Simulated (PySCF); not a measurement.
C8H8, SMILES `C1=CC=CC=CC=C1`.

Method: PBE/def2-SVP; geometry: GFN2-xTB; program: PySCF. No frequency check shows the geometry to be a minimum.

Coordinates in Å:

```
C1       1.5915    0.4676   -0.4132
C2       1.4250   -0.8492   -0.4126
C3       0.4673   -1.5918    0.4121
C4      -0.8494   -1.4245    0.4135
C5      -1.5915   -0.4670   -0.4124
C6      -1.4251    0.8486   -0.4130
C7      -0.4678    1.5919    0.4122
C8       0.8500    1.4246    0.4138
H9       2.3800    0.9066   -1.0150
H10      2.0792   -1.4712   -1.0139
H11      0.9067   -2.3809    1.0126
H12     -1.4709   -2.0789    1.0151
H13     -2.3803   -0.9056   -1.0140
H14     -2.0799    1.4693   -1.0150
H15     -0.9068    2.3809    1.0132
H16      1.4719    2.0786    1.0154
```

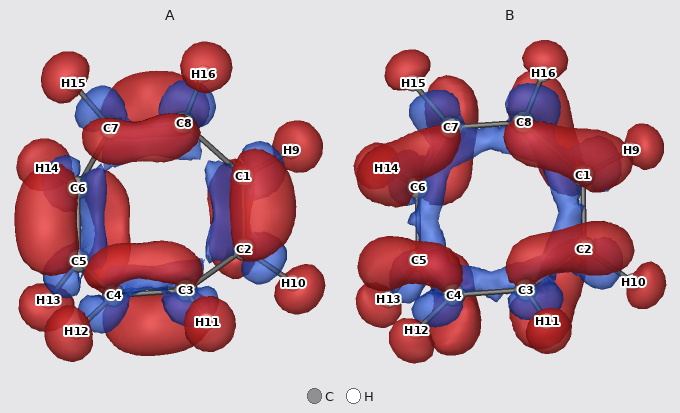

The two Fukui functions at ±0.02 e/Å³ (red positive, blue negative).

Which panel is f⁻ (electron removed) and which f⁺ (electron added)?

A is f⁻, B is f⁺. f⁻ (Hirshfeld-condensed) is largest on C1, C2, C3, C4, C5, C6, C7 and C8 (0.08 each) and H9, H10, H11, H12, H13, H14, H15 and H16 (0.05 each); the vertical ionisation energy is 7.95 eV (the stability of the cation's solution wasn't checked). f⁺ (Hirshfeld-condensed) is largest on C1, C2, C3, C4, C5, C6, C7 and C8 (0.07 each) and H9, H10, H11, H12, H13, H14, H15 and H16 (0.05 each); the vertical electron affinity is −0.73 eV (the stability of the anion's solution wasn't checked; negative, but this basis has no diffuse functions, so it doesn't show that the anion is unbound).

What chemical potential and hardness follow from the two energies?

μ = −(I + A)/2 = −3.61 eV and η = I − A = 8.68 eV.
